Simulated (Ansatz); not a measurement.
Results of PBE-D3(BJ) (Ansatz, a first-principles code, plane waves, PAW) for 1T (CdI2-type) PtTe₂.

Run with plane-wave cutoff 520 eV, 18×18×12 k mesh (along the axes of the cell as run), Fermi–Dirac smearing 0.05 eV, scalar-relativistic PAW data made under PBE.

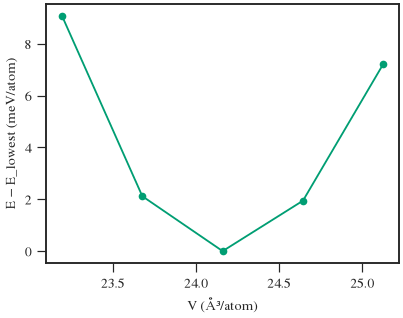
Figure. Total energy against volume

**Question.** From the curve, estimate the equilibrium volume and the bulk modulus.

**Answer.** V0 ≈ 24.2 Å³/atom and B0 ≈ 67 GPa; the fit gives V0 = 24.157 Å³/atom, B0 = 67.0 GPa, B′ = 8.3.

Shape and atoms are relaxed at each volume.

Note: the bulk modulus comes from volumes at which shape and atoms were relaxed.

Spin–orbit coupling is not included.

Computed values are for the static lattice.
